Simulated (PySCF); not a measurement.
# PBr+: bond curves at several levels of theory, part 2 of 2

PySCF 2.14.0; P def2-TZVPPD, Br def2-TZVPPD; no relativity.

**12. M06-2X (hybrid meta-GGA)**

Log of the SCF at 2.060 Å:

```text
[... 13 set-up lines left out, the same as in an earlier log ...]
max_memory 4900 MB (current use 917 MB)
[... 3 set-up lines left out, the same as in an earlier log ...]
XC functionals = M062X
    Y. Zhao and D. G. Truhlar.,  Theor. Chem. Acc. 120, 215 (2008)
    Y. Zhao and D. G. Truhlar.,  Theor. Chem. Acc. 120, 215 (2008)
[... 2 set-up lines left out, the same as in an earlier log ...]
init E= -2915.16112041351
cycle= 1 E= -2915.16633170384  delta_E= -0.00521  |g|= 0.0506  |ddm|= 0.143
cycle= 2 E= -2915.16645008218  delta_E= -0.000118  |g|= 0.0322  |ddm|= 0.0398
cycle= 3 E= -2915.16660958093  delta_E= -0.000159  |g|= 0.00812  |ddm|= 0.0214
cycle= 4 E= -2915.16664546742  delta_E= -3.59e-05  |g|= 0.00198  |ddm|= 0.00936
cycle= 5 E= -2915.16664947904  delta_E= -4.01e-06  |g|= 0.000466  |ddm|= 0.0029
cycle= 6 E= -2915.16665009513  delta_E= -6.16e-07  |g|= 0.000235  |ddm|= 0.00131
cycle= 7 E= -2915.16665026391  delta_E= -1.69e-07  |g|= 0.000108  |ddm|= 0.000719
cycle= 8 E= -2915.16665031608  delta_E= -5.22e-08  |g|= 5.09e-05  |ddm|= 0.000444
cycle= 9 E= -2915.16665033362  delta_E= -1.75e-08  |g|= 1.97e-05  |ddm|= 0.000311
cycle= 10 E= -2915.16665033618  delta_E= -2.56e-09  |g|= 4.25e-06  |ddm|= 0.000139
cycle= 11 E= -2915.16665033626  delta_E= -8.05e-11  |g|= 1.83e-06  |ddm|= 2.28e-05
Extra cycle  E= -2915.16665033626  delta_E= -5.46e-12  |g|= 1.47e-06  |ddm|= 4.05e-06
converged SCF energy = -2915.16665033626  <S^2> = 0.75659555  2S+1 = 2.0065847
```

Re = 2.055 Å, ωe = 560 cm⁻¹, ωexe = 1.60 cm⁻¹, αe = 0.000729 cm⁻¹, Be = 0.1795 cm⁻¹, De = 4.19 eV, μ = -3.24 D.

**13. LC-ωPBE (range-separated hybrid)**

Log of the SCF at 2.060 Å:

```text
[... 17 set-up lines left out, the same as in an earlier log ...]
XC functionals = LC_WPBE
    O. A. Vydrov and G. E. Scuseria.,  J. Chem. Phys. 125, 234109 (2006)
[... 2 set-up lines left out, the same as in an earlier log ...]
init E= -2914.67260234804
cycle= 1 E= -2914.67532754792  delta_E= -0.00273  |g|= 0.0408  |ddm|= 0.0872
cycle= 2 E= -2914.67560313912  delta_E= -0.000276  |g|= 0.0235  |ddm|= 0.0396
cycle= 3 E= -2914.67568239859  delta_E= -7.93e-05  |g|= 0.00272  |ddm|= 0.0107
cycle= 4 E= -2914.67569698718  delta_E= -1.46e-05  |g|= 0.00141  |ddm|= 0.00669
cycle= 5 E= -2914.67569952711  delta_E= -2.54e-06  |g|= 0.000493  |ddm|= 0.00235
cycle= 6 E= -2914.67570008829  delta_E= -5.61e-07  |g|= 0.000253  |ddm|= 0.00119
cycle= 7 E= -2914.6757002076  delta_E= -1.19e-07  |g|= 8.13e-05  |ddm|= 0.000592
cycle= 8 E= -2914.67570023473  delta_E= -2.71e-08  |g|= 4.47e-05  |ddm|= 0.000244
cycle= 9 E= -2914.67570021604  delta_E= 1.87e-08  |g|= 2.69e-05  |ddm|= 0.000197
cycle= 10 E= -2914.67570022177  delta_E= -5.73e-09  |g|= 1.54e-05  |ddm|= 0.00015
cycle= 11 E= -2914.67570025594  delta_E= -3.42e-08  |g|= 7.73e-06  |ddm|= 0.00011
cycle= 12 E= -2914.67570025648  delta_E= -5.41e-10  |g|= 2.87e-06  |ddm|= 6.34e-05
Extra cycle  E= -2914.67570025651  delta_E= -2.91e-11  |g|= 2.05e-06  |ddm|= 5.48e-06
converged SCF energy = -2914.67570025651  <S^2> = 0.76046893  2S+1 = 2.0104417
```

Re = 2.030 Å, ωe = 588 cm⁻¹, ωexe = 1.55 cm⁻¹, αe = 0.000709 cm⁻¹, Be = 0.1840 cm⁻¹, De = 4.09 eV, μ = -3.07 D. 79 s of CPU time for 12 points, integrals apart.

**14. UHF (mean field)**

The SCF at the reference distance, 2.060 Å, printed:

```text
******** <class 'pyscf.scf.uhf_symm.SymAdaptedUHF'> ********
method = SymAdaptedUHF
[... 11 set-up lines left out, the same as in an earlier log ...]
max_memory 4900 MB (current use 1041 MB)
[... 1 set-up line left out, the same as in an earlier log ...]
Overwritten attributes  get_jk get_hcore get_occ get_j get_k  of <class 'pyscf.scf.uhf_symm.SymAdaptedUHF'>
<class 'pyscf.scf.uhf_symm.SymAdaptedUHF'> does not have attributes  refdm
[... 1 set-up line left out, the same as in an earlier log ...]
init E= -2912.81606650923
cycle= 1 E= -2912.83271952999  delta_E= -0.0167  |g|= 0.0658  |ddm|= 0.175
cycle= 2 E= -2912.83422449374  delta_E= -0.0015  |g|= 0.0339  |ddm|= 0.0762
cycle= 3 E= -2912.83468306316  delta_E= -0.000459  |g|= 0.0102  |ddm|= 0.0248
cycle= 4 E= -2912.83486059459  delta_E= -0.000178  |g|= 0.00332  |ddm|= 0.0219
cycle= 5 E= -2912.83489284622  delta_E= -3.23e-05  |g|= 0.00151  |ddm|= 0.00946
cycle= 6 E= -2912.83489837646  delta_E= -5.53e-06  |g|= 0.000747  |ddm|= 0.0037
cycle= 7 E= -2912.83490054083  delta_E= -2.16e-06  |g|= 0.000431  |ddm|= 0.00231
cycle= 8 E= -2912.83490151446  delta_E= -9.74e-07  |g|= 0.000308  |ddm|= 0.00146
cycle= 9 E= -2912.83490229721  delta_E= -7.83e-07  |g|= 0.000206  |ddm|= 0.00169
cycle= 10 E= -2912.8349027865  delta_E= -4.89e-07  |g|= 0.000109  |ddm|= 0.00178
cycle= 11 E= -2912.83490291577  delta_E= -1.29e-07  |g|= 4.94e-05  |ddm|= 0.00105
cycle= 12 E= -2912.83490293387  delta_E= -1.81e-08  |g|= 1.68e-05  |ddm|= 0.000391
cycle= 13 E= -2912.83490293537  delta_E= -1.5e-09  |g|= 5.48e-06  |ddm|= 0.000114
cycle= 14 E= -2912.83490293547  delta_E= -1e-10  |g|= 2.65e-06  |ddm|= 2.18e-05
Extra cycle  E= -2912.8349029355  delta_E= -2.82e-11  |g|= 1.8e-06  |ddm|= 4.3e-06
converged SCF energy = -2912.8349029355  <S^2> = 0.77499079  2S+1 = 2.0248366
```

Re = 2.050 Å, ωe = 568 cm⁻¹, ωexe = 1.59 cm⁻¹, αe = 0.000726 cm⁻¹, Be = 0.1803 cm⁻¹, De = 2.46 eV, μ = -3.67 D. 26 s of CPU time for 12 points, integrals apart.

**15. MP2 and coupled cluster**

Reference: UHF; core orbitals frozen: 14.

Log of the coupled-cluster run at 2.060 Å:

```text
******** <class 'pyscf.cc.uccsd.UCCSD'> ********
CC2 = 0
CCSD nocc = (np.int64(11), np.int64(10)), nmo = (91, 91)
frozen orbitals [[0, 1, 2, 3, 4, 5, 6, 7, 8, 9, 10, 11, 12, 13], [0, 1, 2, 3, 4, 5, 6, 7, 8, 9, 10, 11, 12, 13]]
max_cycle = 80
direct = 0
conv_tol = 1e-07
conv_tol_normt = 1e-05
diis_space = 8
diis_start_cycle = 0
diis_start_energy_diff = 1e+09
max_memory 4900 MB (current use 1277 MB)
Init t2, MP2 energy = -0.372119543323221
Init E_corr(UCCSD) = -0.372119543328331
cycle = 1  E_corr(UCCSD) = -0.376552493810502  dE = -0.00443295048  norm(t1,t2) = 0.100823
cycle = 2  E_corr(UCCSD) = -0.389058712957917  dE = -0.0125062191  norm(t1,t2) = 0.0354973
cycle = 3  E_corr(UCCSD) = -0.389547057228431  dE = -0.000488344271  norm(t1,t2) = 0.0264978
cycle = 4  E_corr(UCCSD) = -0.392549751936814  dE = -0.00300269471  norm(t1,t2) = 0.0139447
cycle = 5  E_corr(UCCSD) = -0.392544893607172  dE = 4.85832964e-06  norm(t1,t2) = 0.00430004
cycle = 6  E_corr(UCCSD) = -0.392319853223375  dE = 0.000225040384  norm(t1,t2) = 0.00155119
cycle = 7  E_corr(UCCSD) = -0.392379431658254  dE = -5.95784349e-05  norm(t1,t2) = 0.000586976
cycle = 8  E_corr(UCCSD) = -0.392385947857058  dE = -6.5161988e-06  norm(t1,t2) = 0.000243274
cycle = 9  E_corr(UCCSD) = -0.392376851184924  dE = 9.09667213e-06  norm(t1,t2) = 0.000141745
cycle = 10  E_corr(UCCSD) = -0.392379437727523  dE = -2.5865426e-06  norm(t1,t2) = 6.43839e-05
cycle = 11  E_corr(UCCSD) = -0.392381141174969  dE = -1.70344745e-06  norm(t1,t2) = 2.66129e-05
cycle = 12  E_corr(UCCSD) = -0.392380484025813  dE = 6.57149156e-07  norm(t1,t2) = 7.76575e-06
cycle = 13  E_corr(UCCSD) = -0.392380685112481  dE = -2.01086667e-07  norm(t1,t2) = 3.80809e-06
cycle = 14  E_corr(UCCSD) = -0.392380637546806  dE = 4.7565675e-08  norm(t1,t2) = 1.73138e-06
UCCSD converged
E(UCCSD) = -2913.227283573043  E_corr = -0.3923806375468058
UCCSD(T) correction = -0.0183466740520936
```

Correlation energy (eV) along the bond:

```tsv
R (Å)	MP2	SCS-MP2	CCSD	CCSD(T)	T1
1.772	-10.137	-9.628	n/a	n/a	n/a
1.854	-10.132	-9.631	-10.652	-11.104	0.015
1.936	-10.129	-9.636	-10.661	-11.130	0.017
1.998	-10.128	-9.640	-10.668	-11.152	0.019
2.060	-10.126	-9.645	-10.677	-11.176	0.021
2.122	-10.124	-9.649	-10.687	-11.203	0.023
2.204	-10.121	-9.655	-10.703	-11.242	0.027
2.307	-10.115	-9.661	-10.726	-11.297	0.032
2.431	-10.082	-9.646	-10.758	-11.368	0.040
2.596	-9.938	-9.562	n/a	n/a	n/a
```

UHF-MP2: Re = 2.049 Å, ωe = 569 cm⁻¹, ωexe = 1.49 cm⁻¹, αe = 0.000715 cm⁻¹, Be = 0.1804 cm⁻¹, De = 4.19 eV.

UHF-SCS-MP2: Re = 2.053 Å, ωe = 564 cm⁻¹, ωexe = 1.55 cm⁻¹, αe = 0.000726 cm⁻¹, Be = 0.1798 cm⁻¹, De = 4.02 eV.

UHF-CCSD: Re = 2.056 Å, ωe = 557 cm⁻¹, ωexe = 1.69 cm⁻¹, αe = 0.000753 cm⁻¹, Be = 0.1792 cm⁻¹, De = 3.87 eV.

UHF-CCSD(T): Re = 2.067 Å, ωe = 540 cm⁻¹, ωexe = 1.78 cm⁻¹, αe = 0.000789 cm⁻¹, Be = 0.1774 cm⁻¹, De = 4.12 eV.

**16. The curves together**

Energy (eV) from each level's lowest point:

```tsv
R (Å)	UHF	UHF-MP2	UHF-SCS-MP2	UHF-CCSD	UHF-CCSD(T)	LDA	PBE	r²SCAN	r²SCANh	PBE0	MN15	BHandHLYP	M06-2X	LC-ωPBE
1.772	1.607	1.596	1.624	n/a	n/a	1.553	1.752	1.651	1.607	1.595	1.408	1.563	1.620	1.410
1.854	0.693	0.686	0.706	0.718	0.765	0.681	0.811	0.738	0.705	0.697	0.575	0.672	0.708	0.562
1.936	0.203	0.200	0.212	0.220	0.250	0.209	0.281	0.237	0.217	0.211	0.146	0.196	0.215	0.129
1.998	0.038	0.036	0.042	0.047	0.062	0.045	0.079	0.057	0.046	0.043	0.013	0.036	0.044	0.002
2.060	0.000	0.000	0.000	0.000	0.000	0.000	0.000	0.000	0.000	0.000	0.000	0.000	0.000	0.000
2.122	0.059	0.061	0.055	0.049	0.033	0.046	0.015	0.037	0.047	0.051	0.076	0.058	0.052	0.092
2.204	0.248	0.252	0.237	0.222	0.182	0.208	0.141	0.191	0.216	0.224	0.276	0.242	0.229	0.322
2.307	0.599	0.611	0.583	0.551	0.479	0.519	0.411	0.496	0.539	0.554	0.627	0.585	0.567	0.722
2.431	1.113	1.157	1.111	1.032	0.921	0.978	0.827	0.948	1.010	1.035	1.114	1.087	1.063	1.290
2.596	1.871	2.058	1.954	n/a	n/a	1.635	1.425	1.564	1.636	1.682	1.726	1.738	1.751	1.918
```

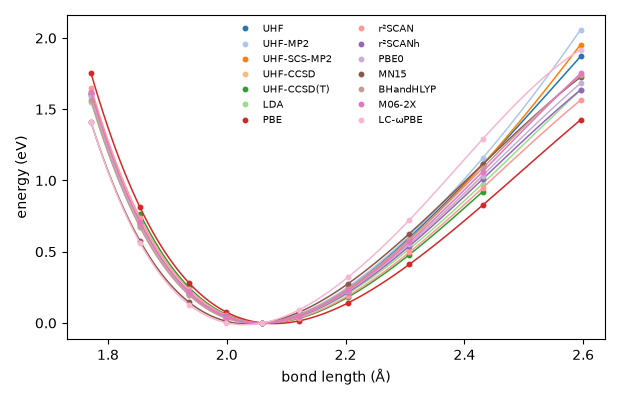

All levels on one scale; every curve starts from its own lowest point. Far from equilibrium a single determinant need not separate into the right atoms, and MP2 on it can jump.

The whole job (state search and all levels along the bond) took 14 min on 2 threads of Intel Xeon Platinum 8488C (shared host), peak memory 4.7 GiB.

**17. Constants by level of theory**

This closing draws on all 2 parts.

Lowest PBE0 solution found, without spin–orbit coupling: ²Π (doublet), unpaired electrons π ↑. State 2 has its PBE0 minimum 2.32 eV higher. The other levels ran on the lowest alone.

```tsv
level	Re (Å)	ωe (cm⁻¹)	De (eV)	μ (D)
UHF	2.050	568	2.46	-3.67
UHF-MP2	2.049	569	4.19	n/a
UHF-SCS-MP2	2.053	564	4.02	n/a
UHF-CCSD	2.056	557	3.87	n/a
UHF-CCSD(T)	2.067	540	4.12	n/a
LDA	2.057	540	5.50	-2.81
PBE	2.079	523	4.81	-2.90
r²SCAN	2.064	541	4.60	-2.95
r²SCANh	2.057	550	4.48	-3.01
PBE0	2.055	554	4.46	-3.03
MN15	2.037	563	4.24	-3.00
BHandHLYP	2.050	560	3.90	-3.28
M06-2X	2.055	560	4.19	-3.24
LC-ωPBE	2.030	588	4.09	-3.07
```

De is counted to P+ + Br in their ground configurations. A positive dipole points from P to Br; in an ion it is taken about the centre of mass and does not tell which atom is negative.

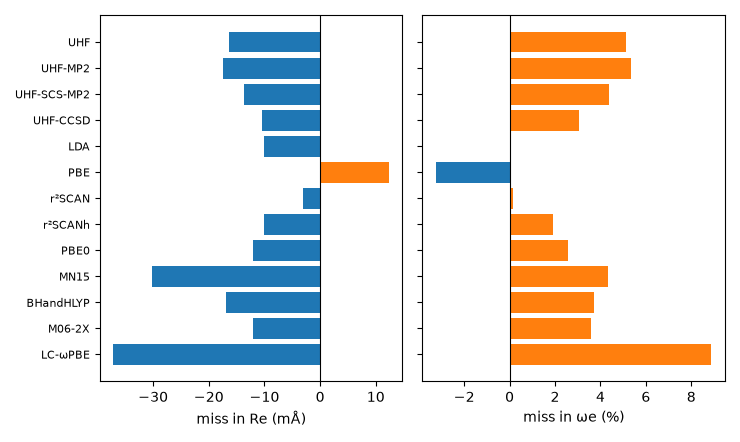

Differences in bond length and wavenumber from CCSD(T) in the same basis.

Time per point (s) on 2 threads of Intel Xeon Platinum 8488C, shared host (CPU time, shared integrals of 0.81 s apart; correlated levels include their reference; CCSD comes with the CCSD(T) run); the times are rough: UHF 2.2, UHF-MP2 3.5, UHF-SCS-MP2 3.5, LDA 1.4, PBE 1.5, r²SCAN 1.9, r²SCANh 3.1, PBE0 3.6, MN15 3.2, BHandHLYP 4.7, M06-2X 3.5, LC-ωPBE 6.6; the reference 140.

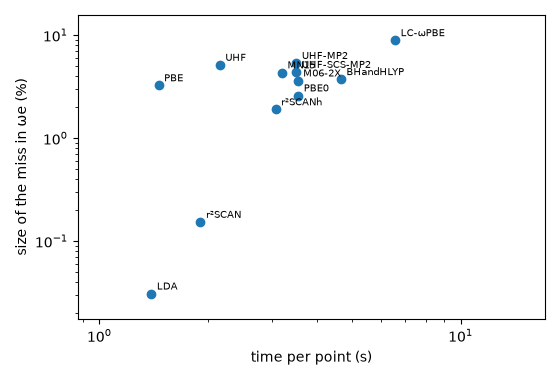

What each level's time buys in the wavenumber.

Cheap and still within 10 mÅ and 2.5 % of CCSD(T): r²SCAN (1.9 s), LDA (1.4 s), against 140 s for the dearest run.

**Reading.** Against CCSD(T) in the same basis, the bond length is nearest at r²SCAN (-3 mÅ) and farthest at LC-ωPBE (-37 mÅ); the wavenumber is nearest at LDA (0.0 %) and farthest at LC-ωPBE (+8.9 %). Hartree–Fock falls on the short and stiff side, its usual fault. PBE has the long and soft bond that GGAs tend to give. Among the levels with a De in the table, it runs from 2.46 eV (UHF) to 5.50 eV (LDA).

Correlated steps freeze 14 core orbitals. At some levels the lowest empty orbital lies below the highest filled one (the two can be of opposite spin).
